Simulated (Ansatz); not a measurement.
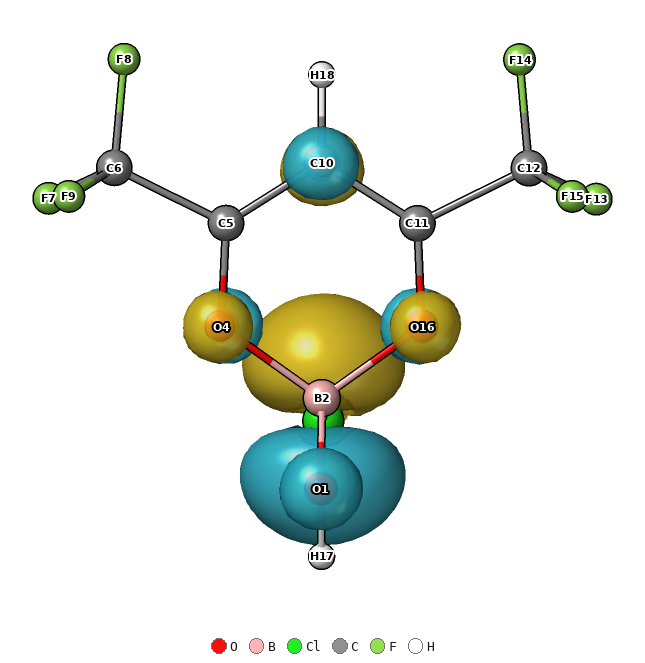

*C5H2BClF6O3 (SMILES O[B-]1(Cl)OC(C(F)(F)F)=CC(C(F)(F)F)=[O+]1). One frontier orbital at ±0.15 Å⁻³ᐟ² (yellow and cyan are the two phases), seen at a tilt.*

Geometry: PBE0-D4/def2-TZVP.

Computed with RKS PBE0-D4/def2-TZVPP (Ansatz).

```xyz
18

O     1.0179   -0.4145    2.7894
B     0.0814   -0.5370    1.7903
Cl   -1.4820   -1.4098    2.1921
O    -0.3064    0.8547    1.2741
C    -0.5115    1.0908    0.0500
C    -1.0583    2.4921   -0.2259
F    -2.1954    2.6735    0.4313
F    -1.2879    2.6668   -1.5250
F    -0.1815    3.4056    0.1739
C    -0.2298    0.2095   -0.9780
C     0.4513   -0.9349   -0.6046
C     1.0275   -1.8971   -1.6442
F     0.5632   -3.1216   -1.4371
F     0.6955   -1.5214   -2.8769
F     2.3521   -1.9197   -1.5527
O     0.7002   -1.2644    0.5895
H     0.7446   -0.8140    3.6150
H    -0.4185    0.4530   -2.0093
```

Which orbital is it: HOMO or LUMO?

The HOMO, at −8.73 eV. It lies mainly on Cl3 (about 65 %), C10 (about 5 %) and O1 (about 5 %); largely a lone pair of Cl3.
